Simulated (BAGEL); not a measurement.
**NO+ (nitrosonium): HF/STO-3G (density fitting with qzvpp-jkfit)**

Aim: the energy change on altering one bond length of NO+ (nitrosonium) at HF/STO-3G (density fitting with qzvpp-jkfit), from 2 runs. 

The results are computed with BAGEL 1.2.2.

2 further runs of the same task are left out: 2 set aside as unsound or not needed. Runs told in other sessions of the task aren't counted.

### 1 Starting point

NO+ has 2 atoms, charge +1, and is taken as a singlet. As SMILES, `N#[O+]`. The bond length is the measured one.

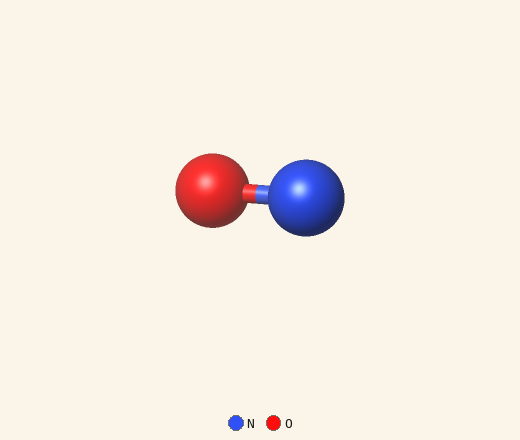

The structure, seen from a chosen angle (nitrogen blue, oxygen red).

### 2 The energy at HF/STO-3G (density fitting with qzvpp-jkfit)

File hf.json:

```json
{ "bagel": [

{
  "title": "molecule",
  "basis": "sto-3g",
  "df_basis": "qzvpp-jkfit",
  "angstrom": true,
  "geometry": [
    { "atom": "N", "xyz": [    0.000000,    0.000000,    0.000000 ] },
    { "atom": "O", "xyz": [    0.000000,    0.000000,    1.063220 ] }
  ]
},
{ "title": "hf", "charge": 1 },
{ "title": "print", "file": "orbitals.molden", "orbitals": true }

]}
```

Run with:

```sh
$ BAGEL_NUM_THREADS=1 BAGEL hf.json > hf.out
```

What it wrote:

```text
* using 1 threads per process

  ===============================================================
  ===============================================================

  *** Geometry ***

  { "atom" : "N", "xyz" : [      0.000000,      0.000000,      0.000000 ] },
  { "atom" : "O", "xyz" : [      0.000000,      0.000000,      2.009195 ] },

  Number of auxiliary basis functions:      154

  Since a DF basis is specified, we compute 2- and 3-index integrals:
    o Being stored without compression. Storage requirement is 0.000 GB

  Number of basis functions:       10
  Number of electrons      :       15

    * METHOD: MOLECULE                             0.04

  *** RHF ***

  === Nuclear Repulsion ===
    27.8718645224

      * DIIS with orbital gradients will be used.

  === RHF iteration (sto-3g) ===
      0       -127.18280874          0.01075298           0.00
      1       -127.18543744          0.00746652           0.00
      2       -127.18633364          0.00147290           0.00
      3       -127.18639706          0.00008192           0.00
      4       -127.18639747          0.00000815           0.00
      5       -127.18639747          0.00000152           0.00
      6       -127.18639747          0.00000033           0.00
      7       -127.18639747          0.00000000           0.00
    * SCF iteration converged.

    * Permanent dipole moment:
           (    0.000000,    -0.000000,     0.151511) a.u.

    * METHOD: HF                                   0.06

    * METHOD: PRINT                                0.00

  ===============================================================
```

Wall time 0.44 s (1 thread of Intel Xeon Platinum 8259CL at 2.50GHz (Skylake/Cascade Lake), shared host); peak memory 0.14 GiB.

### 3 The distorted shape

File input.json:

```json
{ "bagel" : [

{
  "title" : "molecule",
  "basis" : "sto-3g",
  "df_basis" : "qzvpp-jkfit",
  "angstrom" : "true",
  "geometry" : [
    { "atom" : "N", "xyz" : [    0.000000,    0.000000,   -0.159480 ] },
    { "atom" : "O", "xyz" : [    0.000000,    0.000000,    1.063220 ] }
  ]
},
{ "title" : "hf", "charge" : 1 },
{ "title" : "print", "file" : "orbitals.molden", "orbitals" : "true" }

]}
```

Run with:

```sh
$ BAGEL_NUM_THREADS=1 BAGEL input.json > input.out
```

What it wrote:

```text
* using 1 threads per process

  ===============================================================
  ===============================================================

  *** Geometry ***

  { "atom" : "N", "xyz" : [      0.000000,      0.000000,     -0.301374 ] },
  { "atom" : "O", "xyz" : [      0.000000,      0.000000,      2.009195 ] },

  Number of auxiliary basis functions:      154

  Since a DF basis is specified, we compute 2- and 3-index integrals:
    o Being stored without compression. Storage requirement is 0.000 GB

  Number of basis functions:       10
  Number of electrons      :       15

    * METHOD: MOLECULE                             0.04

  *** RHF ***

  === Nuclear Repulsion ===
    24.2364633986

      * DIIS with orbital gradients will be used.

  === RHF iteration (sto-3g) ===
      0       -127.16466852          0.03242219           0.00
      1       -127.15192872          0.04718636           0.00
      2       -127.18334890          0.00130186           0.00
      3       -127.18345249          0.00029133           0.00
      4       -127.18345825          0.00012492           0.00
      5       -127.18345947          0.00000804           0.00
      6       -127.18345947          0.00000157           0.00
      7       -127.18345947          0.00000016           0.00
      8       -127.18345947          0.00000000           0.00
    * SCF iteration converged.

    * Permanent dipole moment:
           (   -0.000000,     0.000000,     0.268344) a.u.

    * METHOD: HF                                   0.07

    * METHOD: PRINT                                0.00

  ===============================================================
```

Run time: 0.46 s. Hardware: 1 thread of Intel Xeon Platinum 8259CL at 2.50GHz (Skylake/Cascade Lake), shared host; peak memory 0.14 GiB.

### 4 Results

Level: HF/STO-3G (density fitting with qzvpp-jkfit).

| quantity | value |
| --- | --- |
| first shape: total energy | -127.18640 Eh |
| first shape: HOMO energy | -30.52 eV |
| first shape: LUMO energy | -7.99 eV |
| first shape: HOMO–LUMO gap | 22.53 eV |
| distorted shape: total energy | -127.18346 Eh |
| distorted shape: HOMO energy | -28.65 eV |
| distorted shape: LUMO energy | -9.24 eV |
| distorted shape: HOMO–LUMO gap | 19.41 eV |
| energy change with the N1–O2 bond stretched from 1.063 to 1.223 Å | 0.080 eV |

**Reading.** With the N1–O2 bond stretched from 1.063 to 1.223 Å the energy rises by 0.08 eV (1.8 kcal/mol). The first shape isn't relaxed at this level, so the change isn't measured from a minimum. The minimal basis adds a large error of its own.
